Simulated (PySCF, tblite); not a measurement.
# C2H9B2FSi: geometry, infrared bands and NMR shifts

What infrared bands and NMR shifts should C2H9B2FSi (`CB(C)[SiH2]BF`) show?

Computed with tblite 0.8.0 and PySCF 2.14.0, with density-fitted response routines of our own, on a single molecule in the gas phase. Atoms count from 0, in the outputs and in this text.

## Step 1: Starting geometry

15 atoms, charge 0, multiplicity 1; geometry from: force field or distance geometry start.

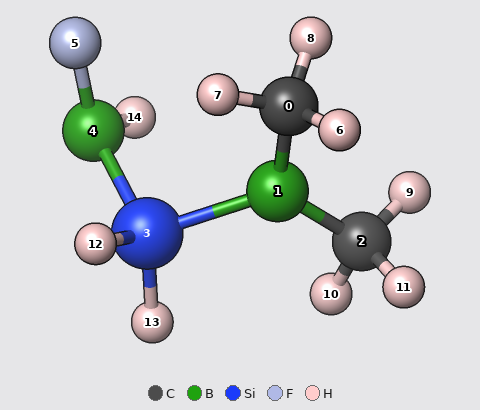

As it starts; carbon dark grey, boron green, silicon blue, fluorine light blue, hydrogen pink, atoms numbered; sticks join atoms by distance.

## Step 2: Optimising the geometry with GFN2-xTB

What the job is given:

```
{"job": {"kind": "relax", "xc": "GFN2-xTB", "basis": "xTB"}, "charge": 0, "multiplicity": 1}
C     -0.858500     1.530900     0.005700
B     -0.593500    -0.007600    -0.028700
C     -1.425800    -1.102600     0.745700
Si     0.957100    -0.612800    -1.050300
B      2.494400    -0.070500     0.040100
F      2.708800     1.370800     0.048700
H     -1.911500     1.694500    -0.319100
H     -0.203100     2.010100    -0.764100
H     -0.648700     2.016800     0.969800
H     -1.551200    -0.913400     1.827800
H     -0.940400    -2.095200     0.612900
H     -2.430500    -1.219100     0.240800
H      0.959200     0.045300    -2.336100
H      0.915500    -2.083400    -1.134100
H      2.523700    -0.555700     1.119200
```

The run is started by

```
$ OMP_NUM_THREADS=1 python probes_run.py task.json out
```

This one command runs all jobs of the session in turn.

Log:

```text
step      E/eV     max force
  0    -483.44353    3.146
  1    -483.75006    1.971
  2    -483.87458    2.885
  3    -483.96570    0.944
  4    -484.03080    0.545
  5    -484.07975    0.741
  6    -484.09802    0.550
  7    -484.11836    0.354
  8    -484.13119    0.443
  9    -484.14733    0.530
 10    -484.15897    0.373
 11    -484.16854    0.205
 12    -484.17733    0.311
 13    -484.18557    0.307
 14    -484.19293    0.269
 15    -484.19838    0.166
 16    -484.20282    0.199
 17    -484.20802    0.227
 18    -484.21319    0.226
 19    -484.21737    0.171
 20    -484.22086    0.160
 21    -484.22442    0.193
 22    -484.22822    0.183
 23    -484.23106    0.118
 24    -484.23233    0.076
 25    -484.23300    0.091
 26    -484.23367    0.091
 27    -484.23427    0.087
 28    -484.23470    0.063
 29    -484.23504    0.053
 30    -484.23546    0.069
 31    -484.23612    0.081
 32    -484.23700    0.100
 33    -484.23790    0.092
 34    -484.23873    0.090
 35    -484.23976    0.114
 36    -484.24137    0.148
 37    -484.24357    0.144
 38    -484.24571    0.126
 39    -484.24715    0.082
 40    -484.24806    0.073
 41    -484.24912    0.094
 42    -484.25096    0.112
 43    -484.25326    0.118
 44    -484.25480    0.080
 45    -484.25565    0.072
 46    -484.25630    0.061
 47    -484.25676    0.059
 48    -484.25736    0.048
 49    -484.25796    0.058
 50    -484.25838    0.039
 51    -484.25863    0.035
 52    -484.25880    0.030
 53    -484.25897    0.034
 54    -484.25917    0.030
 55    -484.25934    0.034
 56    -484.25952    0.035
 57    -484.25972    0.038
 58    -484.25999    0.038
 59    -484.26025    0.034
 60    -484.26043    0.027
 61    -484.26055    0.026
 62    -484.26067    0.028
 63    -484.26085    0.033
 64    -484.26110    0.037
 65    -484.26138    0.043
 66    -484.26166    0.047
 67    -484.26196    0.049
 68    -484.26233    0.069
 69    -484.26274    0.066
 70    -484.26310    0.057
 71    -484.26343    0.061
 72    -484.26390    0.073
 73    -484.26460    0.131
 74    -484.26606    0.158
 75    -484.26961    0.131
 76    -484.26523    0.316
 77    -484.27149    0.062
 78    -484.27173    0.053
 79    -484.27204    0.049
 80    -484.27276    0.046
 81    -484.27301    0.046
 82    -484.27335    0.040
 83    -484.27347    0.039
 84    -484.27357    0.030
 85    -484.27368    0.030
 86    -484.27383    0.030
 87    -484.27395    0.029
 88    -484.27405    0.033
 89    -484.27415    0.029
 90    -484.27430    0.042
 91    -484.27450    0.036
 92    -484.27467    0.024
 93    -484.27476    0.022
 94    -484.27482    0.020
 95    -484.27491    0.028
 96    -484.27507    0.034
 97    -484.27522    0.028
 98    -484.27529    0.016
 99    -484.27532    0.017
100    -484.27534    0.015
101    -484.27538    0.015
102    -484.27544    0.019
103    -484.27551    0.018
104    -484.27555    0.015
105    -484.27558    0.013
106    -484.27560    0.010
107    -484.27562    0.010
```

Run time: 0.49 s. Hardware: 1 thread of Arm Neoverse V2, shared host; peak memory 0.18 GiB.

Along the way: (not every step is listed)

```csv
step,energy from step 0 (eV),largest force (eV/Å)
0,0.0000,3.1459
1,-0.3065,1.9714
2,-0.4310,2.8847
3,-0.5222,0.9435
4,-0.5873,0.5448
5,-0.6362,0.7412
6,-0.6545,0.5495
7,-0.6748,0.3544
8,-0.6877,0.4427
17,-0.7645,0.2272
26,-0.7901,0.0915
35,-0.7962,0.1136
44,-0.8113,0.0804
53,-0.8154,0.0344
62,-0.8171,0.0278
71,-0.8199,0.0606
80,-0.8292,0.0461
89,-0.8306,0.0294
98,-0.8318,0.0164
102,-0.8319,0.0187
103,-0.8320,0.0178
104,-0.8320,0.0154
105,-0.8320,0.0129
106,-0.8321,0.0105
107,-0.8321,0.0097
```

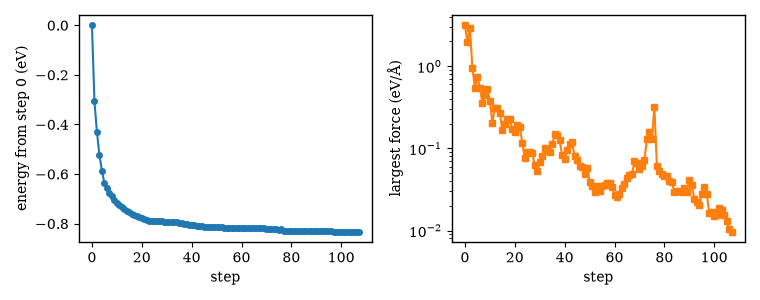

Energy and largest force along the relaxation.

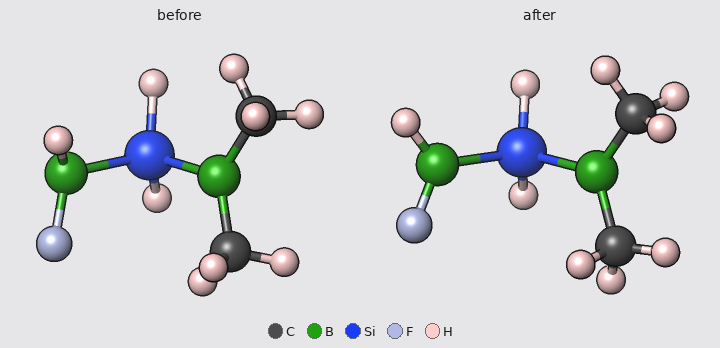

The geometry before (left) and after (right).

Close pairs (by a distance rule), those that changed most:

```csv
bond,before (Å),after (Å),change (Å)
B4–F5,1.457,1.321,-0.136
C2–H11,1.130,1.092,-0.038
Si3–H12,1.444,1.480,+0.035
C0–H7,1.119,1.089,-0.030
C0–H6,1.114,1.089,-0.025
C2–H10,1.113,1.089,-0.024
B1–Si3,1.953,1.975,+0.022
C2–H9,1.106,1.089,-0.016
```

The next job starts from the end point, and lists it.

## Step 3: Harmonic vibrations with GFN2-xTB

What the job is given:

```
{"job": {"kind": "ir", "xc": "GFN2-xTB", "basis": "xTB"}, "charge": 0, "multiplicity": 1}
C     -1.054381     1.524563    -0.026802
B     -0.635566     0.005911    -0.052522
C     -1.510694    -1.042062     0.732310
Si     1.011766    -0.551451    -0.989655
B      2.562745    -0.116817     0.153190
F      3.001789     1.127736     0.207420
H     -2.095897     1.699869     0.239002
H     -0.848699     2.052547    -0.956467
H     -0.452946     2.024624     0.736161
H     -2.137322    -0.612291     1.512747
H     -0.934460    -1.856500     1.168150
H     -2.188075    -1.510969     0.015555
H      1.138469     0.100412    -2.311796
H      1.013084    -1.989165    -1.338737
H      3.125773    -0.848419     0.889533
```

Log:

```text
mode    cm-1     km/mol
  1      20.6      0.25
  2      35.2      1.18
  3      55.8      1.15
  4      87.0      1.86
  5      88.7      0.49
  6     189.1      1.16
  7     243.2      7.88
  8     278.3      1.89
  9     306.4      1.69
 10     455.5     62.28
 11     517.0      9.10
 12     552.2     25.44
 13     584.1     28.29
 14     644.1      3.09
 15     682.3      1.37
 16     694.2     55.54
 17     823.5     16.00
 18     840.0     34.83
 19     855.3    287.18
 20     875.3      7.85
 21    1065.1     50.09
 22    1097.6    148.50
 23    1121.1     89.27
 24    1243.3    292.89
 25    1381.8     47.95
 26    1388.0     11.44
 27    1476.3      1.50
 28    1479.5      5.13
 29    1493.1      2.62
 30    1498.6      0.42
 31    2130.0    502.75
 32    2138.9    258.39
 33    2553.0    172.11
 34    2974.2     13.58
 35    2983.3     21.35
 36    3010.1      7.25
 37    3015.5     83.71
 38    3020.8      7.38
 39    3022.6     24.54
```

Run time: 0.33 s. Hardware: 1 thread of Arm Neoverse V2, shared host; peak memory 0.18 GiB.

The strongest bands and the atoms that carry them (share of the mass-weighted mode):

```csv
cm⁻¹,km/mol,atoms
855,287.2,"H13 42 %, H12 41 %"
1098,148.5,"B1 51 %, H6 11 %, H9 10 %"
1121,89.3,"B1 66 %, C2 12 %, C0 11 %"
1243,292.9,"B4 65 %, F5 25 %"
2130,502.8,"H12 69 %, H13 27 %"
2139,258.4,"H13 69 %, H12 28 %"
2553,172.1,H14 92 %
3016,83.7,"H6 52 %, H9 24 %, H7 13 %"
```

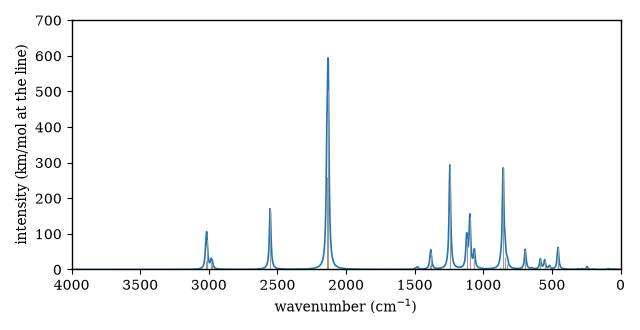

The infrared spectrum from these modes, unscaled. Lines are broadened to a width of 14 cm⁻¹ (Lorentzian).

## Step 4: NMR shieldings: PBE0/pcSseg-1

Settings changed since step 3:

```diff
@@ -1,2 +1,2 @@
-{"job": {"kind": "ir", "xc": "GFN2-xTB", "basis": "xTB"}, "charge": 0, "multiplicity": 1}
+{"job": {"kind": "nmr", "xc": "PBE0", "basis": "pcSseg-1"}, "charge": 0, "multiplicity": 1}
 C     -1.054381     1.524563    -0.026802
```

Method: GIAO PBE0/pcSseg-1 NMR shielding, non-relativistic, gas phase.

Log:

```text
coarse grid: 12640 points
cycle   1  E = -520.1560127110  dE =  2.635e-01  |g| = 5.710e-01  |ddm| = 3.245e+00
cycle   2  E = -520.1076406431  dE =  4.837e-02  |g| = 7.945e-01  |ddm| = 1.014e+00
cycle   3  E = -520.2242818292  dE = -1.166e-01  |g| = 9.125e-02  |ddm| = 6.330e-01
cycle   4  E = -520.2257429777  dE = -1.461e-03  |g| = 2.495e-02  |ddm| = 7.632e-02
cycle   5  E = -520.2258728195  dE = -1.298e-04  |g| = 4.288e-03  |ddm| = 2.603e-02
cycle   6  E = -520.2258792814  dE = -6.462e-06  |g| = 1.389e-03  |ddm| = 8.919e-03
final grid: 116712 points
cycle   7  E = -520.2613671686  dE = -4.258e-05  |g| = 7.244e-03  |ddm| = 2.278e-02
cycle   8  E = -520.2613629753  dE =  4.193e-06  |g| = 8.233e-03  |ddm| = 1.441e-02
cycle   9  E = -520.2613811740  dE = -1.820e-05  |g| = 4.199e-04  |ddm| = 7.889e-03
cycle  10  E = -520.2613812164  dE = -4.248e-08  |g| = 2.036e-04  |ddm| = 5.711e-04
cycle  11  E = -520.2613812239  dE = -7.506e-09  |g| = 5.903e-05  |ddm| = 1.703e-04
cycle  12  E = -520.2613812245  dE = -5.768e-10  |g| = 1.312e-05  |ddm| = 6.995e-05
converged SCF energy = -520.2613812245

GIAO shielding tensors (ppm)
atom      isotropic    diamagn.    paramagn.     s11        s22        s33       span
  0 C      161.244     253.446     -92.203    132.392    170.979    180.360     47.968
  1 B       -9.947     193.460    -203.408    -90.019    -68.021    128.198    218.217
  2 C      160.336     252.850     -92.514    132.843    167.368    180.796     47.954
  3 Si     456.995     882.519    -425.524    436.991    453.405    480.589     43.597
  4 B       22.875     191.856    -168.981    -75.347     56.371     87.601    162.948
  5 F       98.378     467.737    -369.359   -187.628    -63.848    546.610    734.238
  6 H       30.050      30.938      -0.887     26.573     29.289     34.288      7.715
  7 H       29.717      31.272      -1.555     25.872     29.513     33.766      7.894
  8 H       30.756      31.311      -0.554     26.818     29.917     35.534      8.717
  9 H       30.133      31.147      -1.013     26.720     29.336     34.343      7.623
 10 H       29.737      31.403      -1.666     26.055     29.417     33.740      7.685
 11 H       30.605      29.863       0.742     26.666     29.505     35.645      8.980
 12 H       28.226      29.579      -1.353     25.044     26.897     32.736      7.692
 13 H       28.166      29.558      -1.392     25.081     26.865     32.551      7.470
 14 H       24.924      28.816      -3.892     21.748     24.440     28.585      6.837
```

It took 15 s on 1 thread of Arm Neoverse V2, shared host; peak memory 0.72 GiB.

Shifts follow as δ = σ(reference) − σ, with reference shieldings (ppm) from runs at the same level and on the same kind of geometry: ¹H TMS 31.72, ¹³C TMS 186.9, ²⁹Si TMS 349.2, ¹⁹F CFCl3 170.9, ¹¹B BF3·OEt2 100.1. The references are single molecules in the gas phase, so shifts against H2O, NH3, PH3, H3PO4 or CFCl3 are not on the usual liquid scales and can be off by tens of ppm. Atoms listed in one row are averaged.

```csv
atoms,environment,σ (ppm),δ (ppm),δ scaled to CDCl3
"C0, C2",methyl carbon bonded to B,160.8,26.1,23.6
H14,"hydrogen on a boron bonded to F, Si",24.92,6.79,–
"H12, H13",hydrogen on a silicon bonded to 2 B,28.20,3.52,–
"H6, H7, H8, H9, H10, H11",hydrogen on a methyl carbon bonded to B,30.17,1.55,1.57
B1,"boron bonded to 2 C, Si",-9.9,110.0,–
B4,"boron bonded to F, Si, H",22.9,77.2,–
Si3,"silicon bonded to 2 B, 2 H",457.0,-107.8,–
F5,fluorine bonded to B,98.4,72.6,–
```

The scaled column applies a straight-line fit of computed shieldings to shifts measured in CDCl3, and one for carbons that bear F (root-mean-square error 0.16 ppm for H, 1.9 ppm for C).

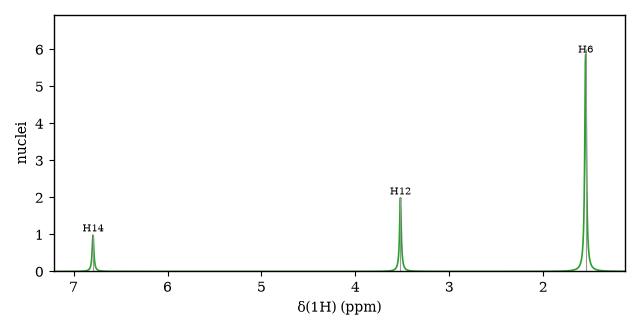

¹H lines at the computed shifts, without couplings. Lines are broadened to a width of 0.02 ppm (Lorentzian).

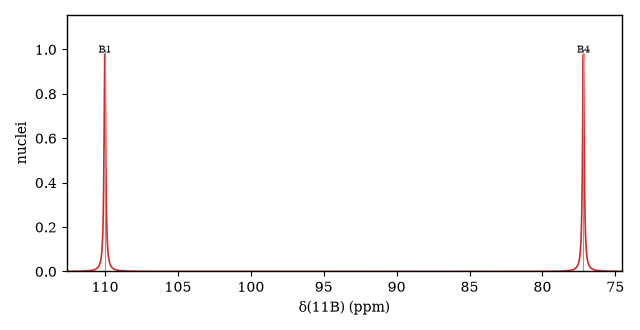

¹¹B lines at the computed shifts, without couplings. Lines are broadened to a width of 0.13 ppm (Lorentzian).

The run also stored atomic charges by several schemes (e):

```csv
atoms,Mulliken,IAO,Hirshfeld,ESP fit
"C0, C2",-0.50,-0.56,-0.19,-0.67
B1,0.09,0.11,0.14,0.63
Si3,0.20,0.37,0.17,-0.20
B4,0.30,0.19,0.16,0.55
F5,-0.28,-0.29,-0.12,-0.27
```

Mulliken charges:

C0 -0.50; B1 0.09; C2 -0.50; Si3 0.20; B4 0.30; F5 -0.28; H6 0.12; H7 0.14; H8 0.15; H9 0.12; H10 0.13; H11 0.15; H12 -0.04; H13 -0.05; H14 -0.04

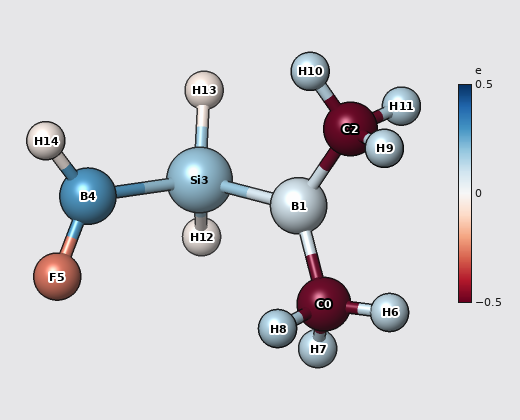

Mulliken charges, as colours on the atoms.

Mayer bond orders: C0–B1 1.06, B1–C2 1.06, B1–Si3 0.92, Si3–B4 0.93, B4–F5 1.13.

## Step 5: What came out

```
                                                               quantity                  value
                              strongest single infrared mode (GFN2-xTB)  2130 cm⁻¹, 503 km/mol
                                           zero-point energy (GFN2-xTB)          67.1 kcal/mol
¹³C shifts against TMS (PBE0/pcSseg-1, means over atoms taken as alike)               26.1 ppm
 ¹H shifts against TMS (PBE0/pcSseg-1, means over atoms taken as alike)   6.79, 3.52, 1.55 ppm
                            ¹¹B shifts against BF3·OEt2 (PBE0/pcSseg-1)        110.0, 77.2 ppm
                                ²⁹Si shifts against TMS (PBE0/pcSseg-1)             -107.8 ppm
                               ¹⁹F shifts against CFCl3 (PBE0/pcSseg-1)               72.6 ppm
```

Relaxing lowered the energy by 0.832 eV in 107 steps; the close pair that moved most is B4–F5, from 1.457 to 1.321 Å. No mode is imaginary among the 39: a minimum at this level. The strongest single mode, at 2130 cm⁻¹, moves mainly H12. GFN2-xTB is a fitted tight-binding method: band positions and strengths are rough. Its intensities can rank the bands wrongly. At PBE0/pcSseg-1: Shielding is most anisotropic at F5 (span 734 ppm, paramagnetic term -369 ppm).
